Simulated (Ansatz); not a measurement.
# AlH2OF (SMILES [OH][AlH][F]): revPBE/STO-3G

What is the vertical singlet–triplet gap of AlH2OF at revPBE/STO-3G? 

The results are computed with Ansatz 0.2.0.

69 further runs of the same task are left out: 5 that didn't finish, 64 set aside as unsound or not needed.

## (1) The structure to begin with

AlH2OF has 5 atoms, charge 0, and is taken as a singlet. As SMILES, `[OH][AlH][F]`. The shape comes from GFN2-xTB, which is rough for such elements, and wasn't checked as a minimum. This is one conformer, not always the lowest.

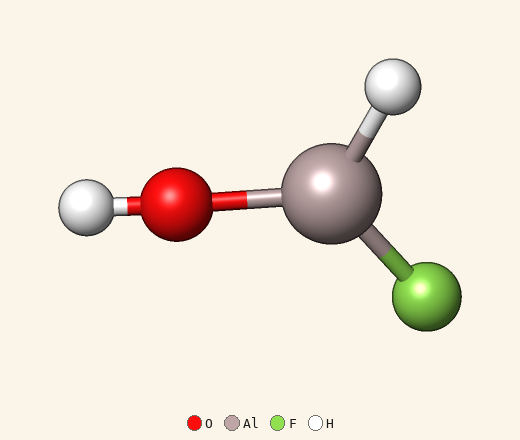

The structure, seen from a chosen angle (oxygen red, aluminium light grey, fluorine green, hydrogen white).

## (2) The energy at revPBE/STO-3G

job.yaml

```yaml
crystal:
  periodic: [false, false, false]
  atoms:
    - symbol: O
      position_ang: [-1.021720, 0.325810, -0.327270]
    - symbol: Al
      position_ang: [0.472970, -0.139110, 0.144100]
    - symbol: F
      position_ang: [0.778780, -1.566900, 0.912060]
    - symbol: H
      position_ang: [-1.871140, 0.628670, -0.614330]
    - symbol: H
      position_ang: [1.641100, 0.751530, -0.114560]
basis:
  gaussian: {orbitals: STO-3G}
hamiltonian: {xc: {name: revPBE}}
accuracy: high
```

On the command line:

```console
$ ansatz run job.yaml --threads 1 --pin off --max-ram 2610MiB --events-out events.jsonl --progress --plain --runs-dir runs
```

Output:

```text
Warning: RAYON_NUM_THREADS=1 ignored (pool sized by the plan → 1); use --threads N
Functional definition: revPBE
  name "revPBE"
  parameter kappa = 1.245
  parameter beta = 0.06672455060314922
  exchange = pbe_x(kappa = kappa, mu = beta*pi^2/3)
  correlation = pbe_c(beta = beta)
377 factors; integrals over basis functions are off by at most 3.2e-8 eV
mean field evaluation 1: about -11240.1718 eV, gradient 3.0e1 eV
mean field evaluation 2: about -11232.8543 eV, gradient 6.0e1 eV
mean field evaluation 4: about -11243.3035 eV, gradient 4.4e0 eV
mean field evaluation 8: about -11243.3338 eV, gradient 5.7e-2 eV
mean field evaluation 16: about -11243.3338 eV, gradient 6.7e-9 eV
mean field -11243.33380798 eV, -413.1848964379 hartree, gradient 4.4e-9 eV, S^2 0.000000; 0 other end points of the search recorded, 0 dependent functions left out
reference -11243.33381020 eV, -413.1848965194 hartree; 16, 16 occupied and 5, 5 virtual orbitals, 377 factors
Total energy: -11243.33381020 eV, -413.1848965194 hartree
```

It took 0.96 s on 1 thread of Arm Neoverse V2, shared host; peak memory 0.097 GiB.

## (3) The triplet

job.yaml

```yaml
crystal:
  periodic: [false, false, false]
  atoms:
    - {symbol: O, position_ang: [-1.021720, 0.325810, -0.327270]}
    - {symbol: Al, position_ang: [0.472970, -0.139110, 0.144100]}
    - {symbol: F, position_ang: [0.778780, -1.566900, 0.912060]}
    - {symbol: H, position_ang: [-1.871140, 0.628670, -0.614330]}
    - {symbol: H, position_ang: [1.641100, 0.751530, -0.114560]}
basis:
  gaussian:
    orbitals: STO-3G
magnetization:
  spin_polarized: true
  initial_magnetization: 2
hamiltonian:
  xc: {name: revPBE}
accuracy: high
```

On the command line:

```console
$ ansatz run job.yaml --threads 1 --pin off --max-ram 2610MiB --events-out events.jsonl --progress --plain --runs-dir runs
```

Output, shortened:

```text
Warning: RAYON_NUM_THREADS=1 ignored (pool sized by the plan → 1); use --threads N
[... 2 set-up lines as earlier in the session ...]
[...]
377 factors; integrals over basis functions are off by at most 3.2e-8 eV
[...]
mean field -11236.12634071 eV, -412.9200269012 hartree, gradient 2.8e-8 eV, S^2 2.002353; 10 other end points of the search recorded, 0 dependent functions left out
reference -11236.12634289 eV, -412.9200269813 hartree; 17, 15 occupied and 4, 6 virtual orbitals, 377 factors
Total energy: -11236.12634289 eV, -412.9200269813 hartree
```

It took 8.1 s on 1 thread of Arm Neoverse V2, shared host; peak memory 0.14 GiB.

## (4) Summary of results

Level: revPBE/STO-3G.

```
                                        quantity          value
                           singlet: total energy  -413.18490 Eh
                           triplet: total energy  -412.92003 Eh
                                   triplet: ⟨S²⟩          2.002
vertical energy of the triplet above the singlet       7.207 eV
```

In words: At this shape the triplet lies 7.21 eV (166 kcal/mol) above the singlet. In a minimal basis such a difference can be off by several eV, whatever the method.
